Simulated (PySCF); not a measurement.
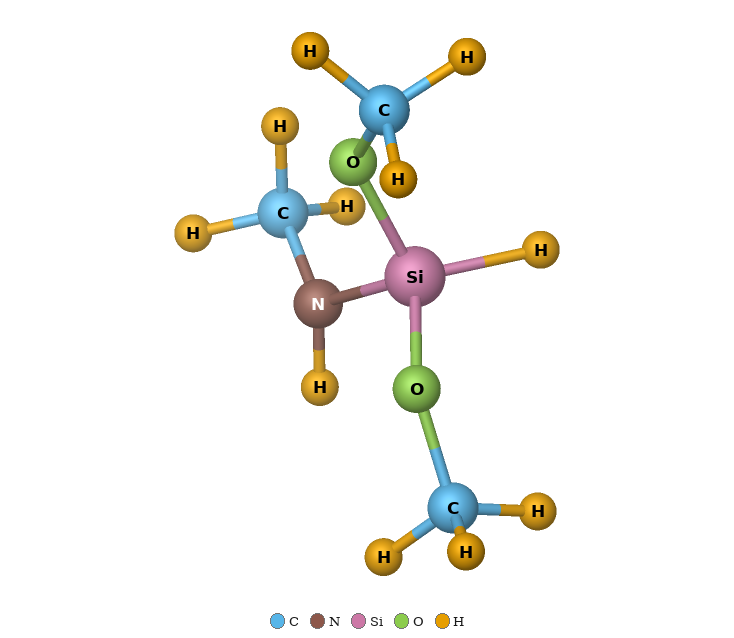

The picture shows a molecular structure as a ball-and-stick model. Every bond is drawn as one stick, whatever its order.

Computed geometry: GFN2-xTB optimisation. No frequency run is at hand to confirm it as a minimum.

> What is the molecular formula?

C3H11NO2Si, 18 atoms: 3 carbon, 11 hydrogen, 1 nitrogen, 2 oxygen and 1 silicon.

> Write the SMILES.

CN[SiH](OC)OC

> How many bonds of each kind are drawn?

9 C–H, 2 O–Si, 2 C–O, 1 C–N, 1 N–Si, 1 N–H, 1 Si–H.

> Which point group does it belong to?

C1.

More results for the same structure follow; atom numbers are the same in all pictures, views and colours differ.

Charges

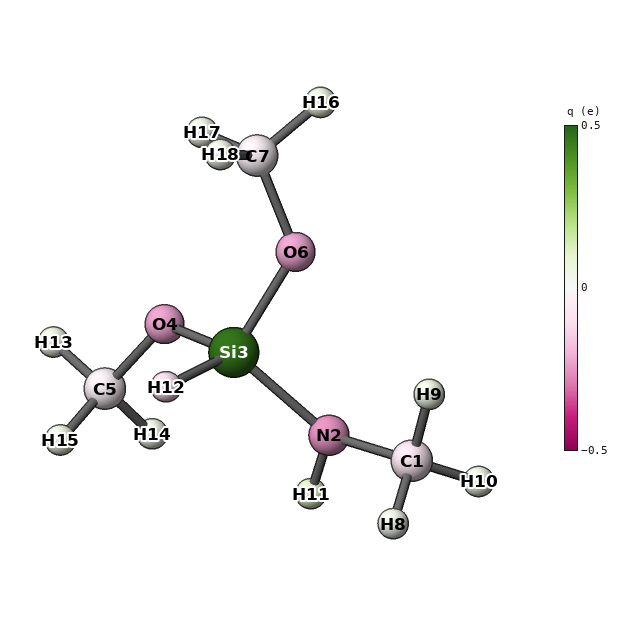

Atoms are coloured by their Hirshfeld charges. No frequency run is at hand to confirm it as a minimum. Properties computed with PBE0/pcSseg-1, gas phase (PySCF 2.14.0).

List the Hirshfeld charges.

```
atom  value (e)
  C1      −0.07
  N2      −0.25
 Si3       0.46
  O4      −0.23
  C5      −0.03
  O6      −0.22
  C7      −0.03
  H8       0.03
  H9       0.04
 H10       0.04
 H11       0.11
 H12      −0.10
 H13       0.05
 H14       0.04
 H15       0.04
 H16       0.05
 H17       0.04
 H18       0.04
```

Polarisability

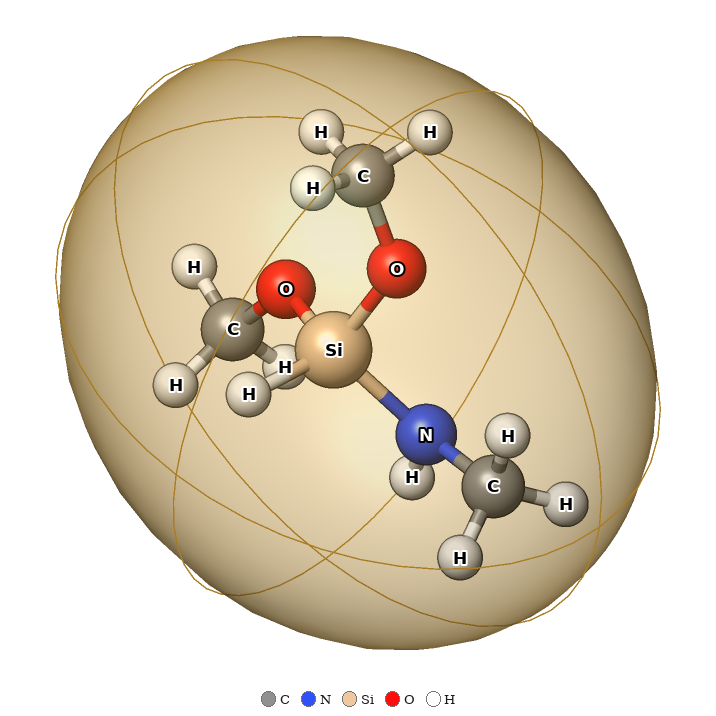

The ellipsoid shows the static dipole polarisability: its half-axes are proportional to the principal values. No frequency run is at hand to confirm it as a minimum. Computed with PBE0/def2-SVPD (PySCF 2.14.0).

> Give the principal values, the mean and the anisotropy.

Principal values 67.7, 81.3, 84.1 bohr³; mean 77.7 bohr³ (11.52 Å³); anisotropy 15.2 bohr³, so the longest axis is 1.24 times the shortest.

Quadrupole coupling

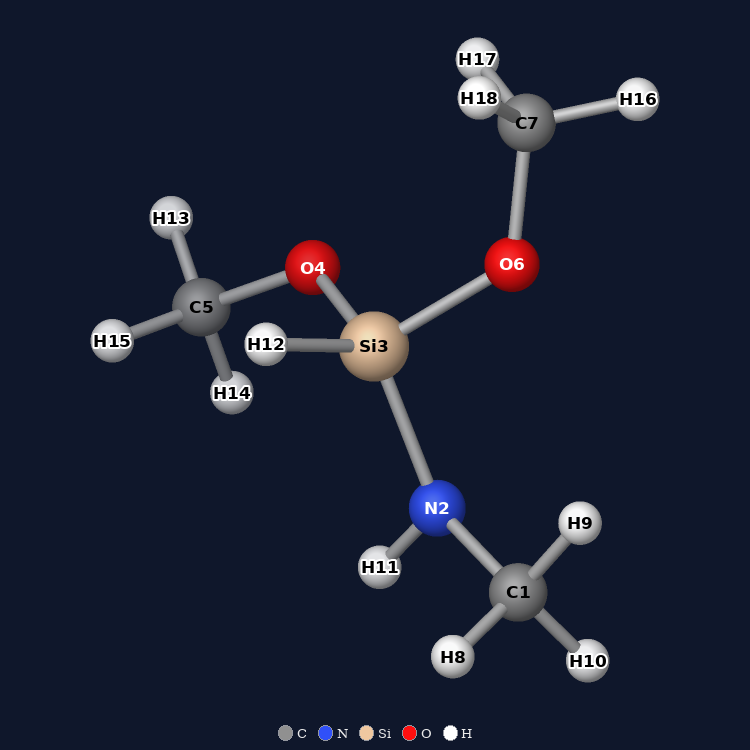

No frequency run is at hand to confirm it as a minimum. Electric field gradients from the ground-state density, PBE0/pcSseg-1 (PySCF 2.14.0), non-relativistic apart from any core potentials.

Give the largest field-gradient component, the quadrupole coupling constant and the asymmetry for 14N at N2 (Q = 20.44 mb), 17O at O4 (Q = −25.6 mb), 17O at O6 (Q = −25.6 mb), 2H at H8 (Q = 2.86 mb), 2H at H9 (Q = 2.86 mb), 2H at H10 (Q = 2.86 mb), 2H at H11 (Q = 2.86 mb).

```csv
atom,V_zz (a.u.),e²qQ/h (MHz),η
N2,−1.056,−5.07,0.42
O4,1.757,−10.57,0.41
O6,1.736,−10.44,0.37
H8,0.297,0.199,0.05
H9,0.310,0.208,0.06
H10,0.304,0.204,0.05
H11,0.425,0.286,0.19
```

The geometry is semi-empirical. Around Si such bond lengths and angles can be off by a tenth of an ångström or more and by several degrees, and values that hang on the shape move with them.
